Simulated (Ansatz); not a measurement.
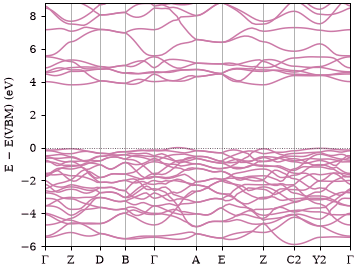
Band structure from plane-wave PAW r²SCAN (Ansatz code)

The gap is 3.77 eV; an edge lies off the plotted path or next to a special point (maximum off the standard path, minimum off the standard path).

Q: Pick the material that matches.
(A) AsS, P2_1/c (Pearson symbol mP32)
(B) NbInO4, P2/c (Nb on 2e, In on 2f, O on 4g, O on 4g)
(C) TiO2, P2_1/c (Ti on 4e, O on 4e, O on 4e)

A: B, NbInO4, P2/c (Nb on 2e, In on 2f, O on 4g, O on 4g)

The first step of the workflow began from a Materials Project structure, measured or hypothetical; the Crystallography Open Database files this formula in space group No. 13, but the cells were not matched. Whether it is the stable phase at ambient conditions was not checked. The r²SCAN relaxation kept the symmetry of its start; its stability against distortions is not shown here. The run is not spin-polarised. Spin–orbit coupling is left out wherever it is not named.

Potentials: the later of the program's two PAW sets.
